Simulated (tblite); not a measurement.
# Nudged elastic band of C$_{3}$H$_{3}$ClO$_{2}$

C$_{3}$H$_{3}$ClO$_{2}$ (2-chloroacrylic acid), computed with GFN2-xTB climbing-image nudged elastic band, gas phase (tblite 0.8.0).

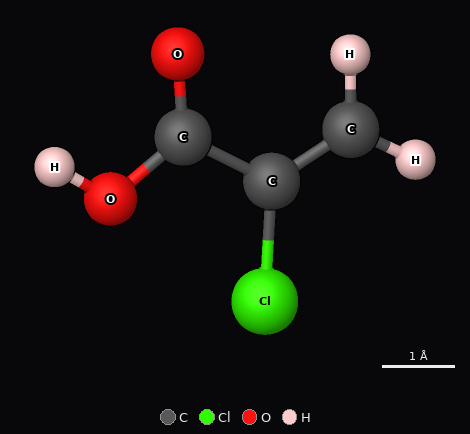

Fig. 1: The input geometry (ball-and-stick view, seen at a tilt).

### Input
```
{"job": {"xc": "GFN2-xTB", "basis": "xTB", "kind": "neb"}, "charge": 0, "multiplicity": 1}
C     -1.016640     0.453396     1.152644
C     -0.112091     0.568021     0.186859
Cl     0.519760     2.086088    -0.320585
C      0.412564    -0.632957    -0.521231
O      0.059493    -1.755362    -0.268803
O      1.309538    -0.341330    -1.460203
H     -1.371545    -0.526315     1.423072
H     -1.410016     1.305224     1.676942
H      1.622497    -1.150771    -1.893874
```

The first line tells a small driver script what to run in tblite; the rest is the geometry in Å.

Run as:
```bash
OMP_NUM_THREADS=1 python <driver script> task.json out
```

### The program's output
```
image   E - E0 / eV
  0       0.0000
  1       0.1274
  2       0.4270
  3       0.5497
  4       0.3455
  5       0.1573
  6       0.1230
```

### Results in brief

```csv
quantity,value
outcome,converged
forward barrier,0.550 eV
hardware,"1 CPU thread, shared host"
wall time,1.9 s
peak memory,0.19 GiB
```
